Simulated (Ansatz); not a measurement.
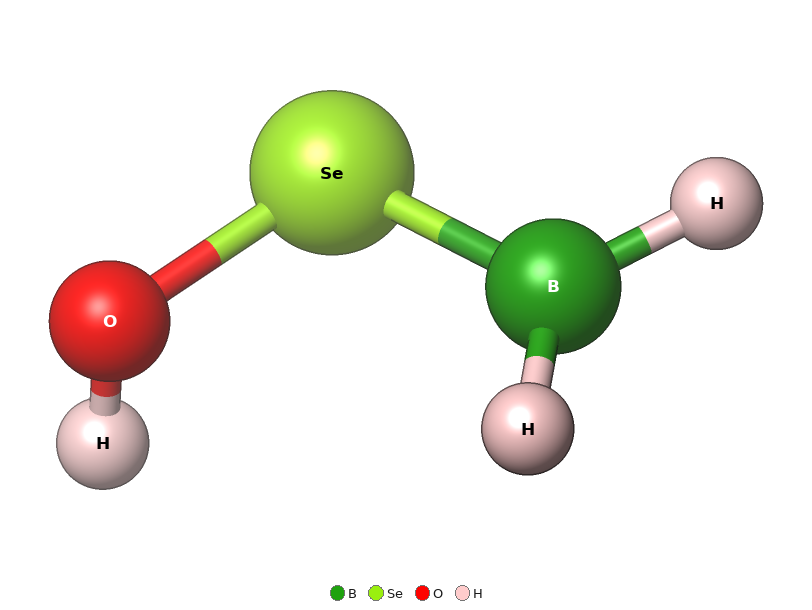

Orthographic view. Depth is shown by fading: the farther an atom, the more it takes the colour of the background. Computed geometry: PBE0-D4/def2-TZVP optimisation. No frequency run is at hand to confirm it as a minimum.

Give the standard InChI.

InChI=1S/BH3OSe/c1-3-2/h2H,1H2
